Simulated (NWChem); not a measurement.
**AlHO2 (SMILES [O]=[Al][OH]): levels of theory compared**

We compute a comparison of 6 runs (HF/STO-3G, HF/def2-SVP, B3LYP/def2-SVP, BP86/6-31G**, PBE/6-31+G*, M06-2X/pcseg-2) of AlHO2. 

The results are computed with NWChem 7.3.0.

## Step 1: Starting point

AlHO2 has 4 atoms, charge 0, and is taken as a singlet. SMILES: `[O]=[Al][OH]`. Geometry: a GFN2-xTB relaxation, a rough one for these elements and not checked as a minimum.

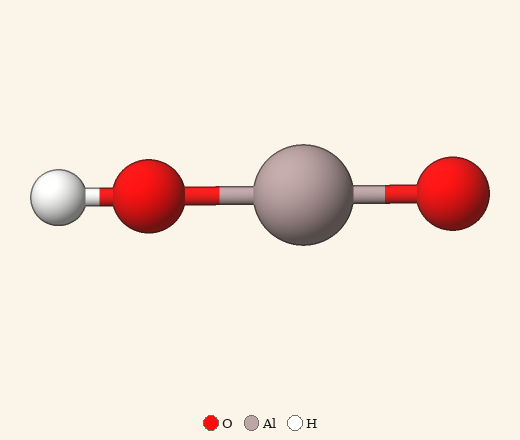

The structure, seen from a chosen angle (oxygen red, aluminium light grey, hydrogen white).

## Step 2: Energy and forces at HF/STO-3G (run 1)

alho2.nw

```
start alho2
title "AlHO2"
memory stack 880 mb heap 220 mb global 1100 mb
charge 0

geometry units angstroms noautosym nocenter noautoz
   O     -1.605830    -1.403740    -0.651200
   Al    -0.474020    -0.415070    -0.191330
   O      0.698750     0.609040     0.285100
   H      1.381100     1.209770     0.557430
end

basis spherical bse
   O library STO-3G
   Al library STO-3G
   H library STO-3G
end

scf
   thresh 1e-08
   maxiter 80
end

task scf gradient
```

Launch:

```sh
$ nwchem alho2.nw > alho2.out
```

What it wrote:

```text
[...]
  functions       =    20
[...]
  wavefunction    = RHF
[...]
         Total SCF energy =   -387.186128506391
      One-electron energy =   -718.494994029571
      Two-electron energy =    243.756508236766
 Nuclear repulsion energy =     87.552357286413
        Time for solution =      0.4s
[...]
                         RHF ENERGY GRADIENTS
    atom               coordinates                        gradient
                 x          y          z           x          y          z
   1 O      -3.034579  -2.652684  -1.230590    0.006041   0.005295   0.002434
   2 Al     -0.895768  -0.784369  -0.361561   -0.038386  -0.033690  -0.015423
   3 O       1.320446   1.150919   0.538761    0.040319   0.035643   0.015946
   4 H       2.609901   2.286134   1.053390   -0.007974  -0.007248  -0.002957
[...]
```

Wall time 1.1 s (1 thread of Intel Xeon 6975P-C (Granite Rapids), shared host); peak memory 0.099 GiB.

## Step 3: Energy and forces at HF/def2-SVP (run 2)

calc.nw

```
start calc
title "AlHO2 gradient"
memory 2200 mb
charge 0
geometry units angstroms noautosym nocenter noautoz
  O       -1.605830      -1.403740      -0.651200
  Al      -0.474020      -0.415070      -0.191330
  O        0.698750       0.609040       0.285100
  H        1.381100       1.209770       0.557430
end
basis "ao basis" spherical bse
  * library def2-SVP
end
scf
  thresh 1e-08
  maxiter 80
end
task scf gradient
```

Launch:

```sh
$ nwchem calc.nw > calc.out
```

What it wrote:

```text
[...]
  functions       =    51
[...]
  wavefunction    = RHF
[...]
         Total SCF energy =   -392.039129832234
      One-electron energy =   -719.944719408438
      Two-electron energy =    240.353232289790
 Nuclear repulsion energy =     87.552357286413
        Time for solution =      1.9s
[...]
                         RHF ENERGY GRADIENTS
    atom               coordinates                        gradient
                 x          y          z           x          y          z
   1 O      -3.034579  -2.652684  -1.230590    0.000557   0.000486   0.000219
   2 Al     -0.895768  -0.784369  -0.361561   -0.000981  -0.000850  -0.000389
   3 O       1.320446   1.150919   0.538761   -0.013273  -0.011702  -0.005287
   4 H       2.609901   2.286134   1.053390    0.013696   0.012066   0.005457
[...]
```

It took 2.9 s on 1 thread of Intel Xeon 6975P-C (Granite Rapids), shared host; peak memory 0.1 GiB.

Runs 3 to 5 aren't shown in full; the table further down has their settings and results.

## Step 4: Energy and gradient at M06-2X/pcseg-2 (run 6)

alho2.nw

```
start alho2
memory 2200 mb
geometry units angstrom noautosym nocenter noautoz
   O       -1.605830      -1.403740      -0.651200
   Al      -0.474020      -0.415070      -0.191330
   O        0.698750       0.609040       0.285100
   H        1.381100       1.209770       0.557430
end
basis spherical bse
   O library pcseg-2
   Al library pcseg-2
   H library pcseg-2
end
dft
   xc m06-2x
   grid fine
   convergence energy 1e-08
   iterations 100
   mulliken
   print medium
end
task dft gradient
```

Launch:

```sh
$ nwchem alho2.nw > alho2.out
```

What it wrote:

```text
[...]
          Wavefunction type:  closed shell.
          No. of atoms     :     4
          No. of electrons :    30
[...]
          Charge           :     0
          Spin multiplicity:     1
[...]
          AO basis - number of functions:   108
[...]
              XC Information
              --------------
                       M06-2X Method XC Functional
                     Hartree-Fock (Exact) Exchange  0.540
                        M06-2X Exchange Functional  1.000
                      M06-2X Correlation Potential  1.000
[...]
 d= 0,ls=0.0,diis     1   -393.3150558285 -4.81D+02  2.07D-02  1.71D+00     2.1
[...]
 d= 0,ls=0.0,diis    12   -393.5176113393 -9.92D-10  1.06D-07  6.40D-11    19.3
         Total DFT energy =     -393.517611339283
      One electron energy =     -720.187530044671
           Coulomb energy =      275.366258592416
    Exchange-Corr. energy =      -36.248697173442
 Nuclear repulsion energy =       87.552357286413
[...]
      Total Density - Mulliken Population Analysis
     ---------------------------------------------
    Atom       Charge   Shell Charges
 -----------   ------   -------------------------------------------------------
    1 O    8     8.86   2.00  0.65  0.84  0.45  1.92  1.99  1.00  0.00  0.01  0.00
    2 Al  13    11.70   2.00  0.50  1.49  0.53  0.06  5.90  0.44  0.41  0.06  0.01  0.27  0.04
    3 O    8     8.66   2.00  0.61  0.75  0.31  2.05  2.10  0.84  0.00 -0.00  0.00
    4 H    1     0.78   0.39  0.28  0.00  0.02  0.08  0.01
[...]
  wavefunction    = closed shell
                         DFT ENERGY GRADIENTS
    atom               coordinates                        gradient
                 x          y          z           x          y          z
   1 O      -3.034579  -2.652684  -1.230590    0.012793   0.011180   0.005187
   2 Al     -0.895768  -0.784369  -0.361561   -0.012539  -0.010971  -0.005066
   3 O       1.320446   1.150919   0.538761   -0.001717  -0.001484  -0.000717
   4 H       2.609901   2.286134   1.053390    0.001464   0.001275   0.000597
[...]
```

Run time: 26 s. Hardware: 1 thread of Intel Xeon 6975P-C (Granite Rapids), shared host; peak memory 0.13 GiB.

## Step 5: Overview of the runs

```
run                               level  iteration cap  module  energy (Eh)  dipole moment (D)  HOMO energy (eV)  LUMO energy (eV)  wall time
  1                           HF/STO-3G             80     scf  -387.186129               3.56             -6.01              9.17      1.1 s
  2                         HF/def2-SVP             80     scf  -392.039130               6.41            -10.64              1.04      2.9 s
  3                      B3LYP/def2-SVP            100     dft  -393.324940                  –                 –                 –      8.7 s
  4  BP86/6-31G** (spherical functions)            100     dft  -393.497110               5.10             -5.92             -2.80        9 s
  5   PBE/6-31+G* (spherical functions)            100     dft  -393.201146               5.54             -6.25             -3.11       11 s
  6                      M06-2X/pcseg-2            100     dft  -393.517611               6.00             -9.11             -1.57       26 s
```

## Step 6: Summary of results

| quantity | value |
| --- | --- |
| run 6: total energy | -393.51761 Eh |
| run 6: dipole moment | 6.00 D |
| run 6: HOMO energy | -9.11 eV |
| run 6: LUMO energy | -1.57 eV |
| run 6: HOMO–LUMO gap | 7.54 eV |
| run 6: largest force on an atom | 0.913 eV/Å |

**Reading.** Over runs 1, 2, 4, 5, 6 the dipole moment (its size) runs from 3.56 D (HF/STO-3G) to 6.41 D (HF/def2-SVP). Over runs 1, 2, 4, 5, 6 the HOMO–LUMO gap runs from 3.11 eV (BP86/6-31G**) to 15.19 eV (HF/STO-3G). The two ends differ in method and basis. Totals of different functionals can't be ranked against each other. In run 1 the basis is minimal, so the values are rough. All runs together took 60 s, the longest 26 s.
